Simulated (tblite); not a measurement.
# Geometry relaxation, with input and output: BCl$_{3}$

System: BCl$_{3}$, SMILES ClB(Cl)Cl.
Method: GFN2-xTB geometry optimisation, gas phase (tblite 0.8.0).

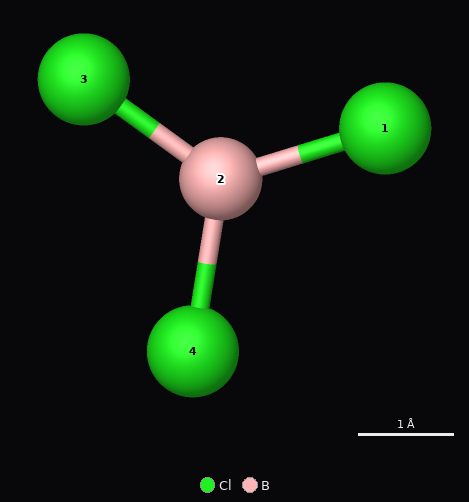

The structure as given in the input (ball-and-stick view, seen on its broad side; atoms are numbered from 1 in the order of the input). Bond lengths as drawn: B–Cl 1.78 to 1.85 Å.

### Input file
```
{"job": {"xc": "GFN2-xTB", "basis": "xTB", "kind": "relax"}, "charge": 0, "multiplicity": 1}
Cl    -0.870900    -1.617200    -0.034700
B     -0.041700     0.015800     0.025300
Cl    -0.854200     1.603100    -0.017700
Cl     1.807700     0.017300    -0.064300
```

The first line tells a small driver script what to run in tblite; the rest is the geometry in Å.

Command:
```bash
OMP_NUM_THREADS=1 python <driver script> task.json out
```

### Output
```
step      E/eV     max force
  0    -406.99925    1.891
  1    -407.12496    1.539
  2    -407.27957    0.996
  3    -407.30632    0.254
  4    -407.30915    0.175
  5    -407.31233    0.204
  6    -407.31561    0.180
  7    -407.31737    0.085
  8    -407.31768    0.030
  9    -407.31771    0.017
 10    -407.31772    0.011
 11    -407.31773    0.009
 12    -407.31773    0.009
 13    -407.31773    0.006
 14    -407.31773    0.002
```

### Trajectory as extended XYZ (Å, eV, eV/Å), 12 frames, from step=0 to step=14
```
4
Properties=species:S:1:pos:R:3:forces:R:3 step=0 energy=-406.99925
Cl   -0.8709   -1.6172   -0.0347    0.7020   1.7510   0.1320
B    -0.0417    0.0158    0.0253    0.5310  -0.2150  -0.4030
Cl   -0.8542    1.6031   -0.0177    0.5310  -1.4980   0.1120
Cl    1.8077    0.0173   -0.0643   -1.7640  -0.0390   0.1590
4
Properties=species:S:1:pos:R:3:forces:R:3 step=1 energy=-407.12496
Cl   -0.8609   -1.5922   -0.0328    0.5500   1.4330   0.1130
B    -0.0341    0.0128    0.0195    0.4650  -0.2010  -0.3430
Cl   -0.8466    1.5817   -0.0161    0.3770  -1.1890   0.0960
Cl    1.7825    0.0168   -0.0620   -1.3910  -0.0430   0.1340
4
Properties=species:S:1:pos:R:3:forces:R:3 step=2 energy=-407.27957
Cl   -0.8213   -1.4888   -0.0247   -0.4140  -0.4460   0.0380
B    -0.0006   -0.0018   -0.0052   -0.1660   0.1140  -0.0980
Cl   -0.8194    1.4960   -0.0091   -0.4150   0.3660   0.0430
Cl    1.6822    0.0137   -0.0524    0.9950  -0.0340   0.0170
4
Properties=species:S:1:pos:R:3:forces:R:3 step=3 energy=-407.30632
Cl   -0.8351   -1.5188   -0.0264   -0.0320   0.2460   0.0530
B    -0.0105    0.0030    0.0000    0.1370  -0.0320  -0.1540
Cl   -0.8302    1.5208   -0.0104   -0.1150  -0.1750   0.0510
Cl    1.7168    0.0141   -0.0546    0.0100  -0.0390   0.0500
4
Properties=species:S:1:pos:R:3:forces:R:3 step=5 energy=-407.31233
Cl   -0.8356   -1.5024   -0.0232   -0.1160   0.0030   0.0310
B    -0.0026    0.0013   -0.0092    0.0540   0.0400  -0.0880
Cl   -0.8352    1.5081   -0.0075   -0.1390  -0.0170   0.0310
Cl    1.7143    0.0120   -0.0515    0.2010  -0.0260   0.0260
4
Properties=species:S:1:pos:R:3:forces:R:3 step=6 energy=-407.31561
Cl   -0.8404   -1.4924   -0.0202   -0.1060  -0.0820   0.0110
B     0.0042    0.0015   -0.0180    0.0170   0.0670  -0.0310
Cl   -0.8437    1.5002   -0.0045   -0.0900   0.0270   0.0120
Cl    1.7207    0.0097   -0.0487    0.1790  -0.0120   0.0080
4
Properties=species:S:1:pos:R:3:forces:R:3 step=7 energy=-407.31737
Cl   -0.8460   -1.4877   -0.0179   -0.0510  -0.0680  -0.0030
B     0.0092    0.0029   -0.0246    0.0010   0.0520   0.0120
Cl   -0.8516    1.4960   -0.0022   -0.0240   0.0170  -0.0030
Cl    1.7294    0.0079   -0.0467    0.0730  -0.0010  -0.0050
4
Properties=species:S:1:pos:R:3:forces:R:3 step=8 energy=-407.31768
Cl   -0.8481   -1.4886   -0.0176   -0.0150  -0.0200  -0.0050
B     0.0099    0.0040   -0.0254    0.0040   0.0240   0.0170
Cl   -0.8536    1.4961   -0.0019    0.0000  -0.0040  -0.0060
Cl    1.7328    0.0076   -0.0465    0.0110   0.0010  -0.0060
4
Properties=species:S:1:pos:R:3:forces:R:3 step=10 energy=-407.31772
Cl   -0.8485   -1.4898   -0.0179   -0.0020   0.0050  -0.0030
B     0.0097    0.0047   -0.0244    0.0040   0.0020   0.0100
Cl   -0.8535    1.4965   -0.0023   -0.0010  -0.0070  -0.0030
Cl    1.7332    0.0077   -0.0468   -0.0020   0.0000  -0.0030
4
Properties=species:S:1:pos:R:3:forces:R:3 step=11 energy=-407.31773
Cl   -0.8486   -1.4898   -0.0181    0.0000   0.0080  -0.0020
B     0.0099    0.0050   -0.0239    0.0020  -0.0060   0.0070
Cl   -0.8534    1.4962   -0.0024   -0.0030  -0.0020  -0.0020
Cl    1.7331    0.0077   -0.0470    0.0000   0.0000  -0.0020
4
Properties=species:S:1:pos:R:3:forces:R:3 step=12 energy=-407.31773
Cl   -0.8488   -1.4896   -0.0182    0.0010   0.0060  -0.0010
B     0.0100    0.0051   -0.0235    0.0000  -0.0080   0.0040
Cl   -0.8535    1.4959   -0.0026   -0.0030   0.0020  -0.0010
Cl    1.7332    0.0077   -0.0471    0.0020   0.0000  -0.0010
4
Properties=species:S:1:pos:R:3:forces:R:3 step=14 energy=-407.31773
Cl   -0.8489   -1.4892   -0.0184    0.0000   0.0000   0.0000
B     0.0103    0.0049   -0.0229   -0.0010  -0.0020   0.0000
Cl   -0.8538    1.4957   -0.0028   -0.0010   0.0020   0.0000
Cl    1.7334    0.0077   -0.0473    0.0020   0.0000   0.0000
```

### Results in brief

| quantity | value |
| --- | --- |
| outcome | converged |
| total energy | −407.3177 eV |
| hardware | 1 CPU thread, shared host |
| peak memory | 0.18 GiB |
